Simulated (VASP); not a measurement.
Band structure of HfN (rock salt). All values below come from revTPSS meta-GGA, VASP's PBE PAW potentials (set 64) (plane waves; VASP).

Unless said otherwise, spin-orbit coupling is left out, though it shifts the bands of the heavy elements here.

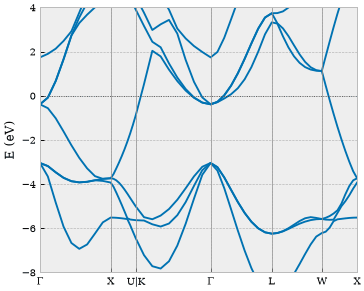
Bands along high-symmetry lines, zero at the valence-band maximum or, without a gap, the Fermi level

### Question
Read the plot: is there a gap, and where are the band edges?

### Answer
It has no gap at this level: it comes out as a metal or semimetal.

The compound is HfN in the rock salt structure. It was relaxed first. The electron count is odd and the run is not spin-polarised, which forces a metal.
